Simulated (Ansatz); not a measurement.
# A van 't Hoff estimate for BH2F + C2H2S ⇌ BH2(SH) + C2HF

Species: BH2F `BF`, singlet; C2H2S (ethynethiol) `C#CS`, singlet; BH2(SH), singlet; C2HF (fluoroacetylene) `C#CF`, singlet. The partners trade F for SH: B–F and C–SH bonds give way to B–SH and C–F.

The electronic reaction energy at CCSD(T)/CBS estimate is +143.7 kJ/mol. Shapes: PBE0-D4/def2-TZVP. Programs: Ansatz 0.2.0. Enthalpy and entropy come from rigid-rotor, harmonic-oscillator sums on unscaled PBE0-D4/def2-TZVP wavenumbers, ideal gases at 1 bar. Symmetry numbers: BH2F 2, C2H2S 1, BH2(SH) 1, C2HF 1. R = 8.3145 J/(mol K).

| T (K) | ΔH (kJ/mol) | ΔS (J/(mol K)) |
| --- | --- | --- |
| 400 | +145.5 | -10.7 |
| 600 | +146.4 | -8.9 |
| 800 | ? | ? |

Question: Work out ln K at 400 and 600 K, and from these estimate it at 800 K.

Answer: 
1. 400 K: ΔG = +145.5 − 400 × (-10.7)/1000 = +149.8 kJ/mol; ln K = −ΔG/RT = -45.04.
2. 600 K: ΔG = +146.4 − 600 × (-8.9)/1000 = +151.7 kJ/mol; ln K = −ΔG/RT = -30.41.
3. Slope against 1000/T: (-30.41 − (-45.04))/(1.6667 − 2.5000) = -17.56, that is −ΔH/R with ΔH near +146 kJ/mol.
4. 800 K: ln K = -45.04 + (-17.56) × (1.2500 − 2.5000) = -23.09.

The full sums give ΔH = +147.4 kJ/mol, ΔS = -7.5 J/(mol K), ΔG = +153.4 kJ/mol and ln K = -23.06 at 800 K, so the line is off by -0.03 in ln K; without rounding the miss is -0.05, from the change of ΔH with temperature. The reactants are favoured over this whole range. An error of 10 kJ/mol in the energy moves ln K by 1.5 at 800 K. The CBS estimate extrapolates MP2 from def2-TZVPP and def2-QZVPP and adds CCSD(T) − MP2 in the triple-zeta set, cores frozen.

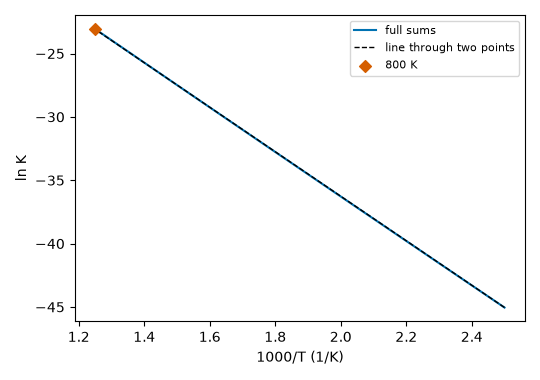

The van 't Hoff plot.
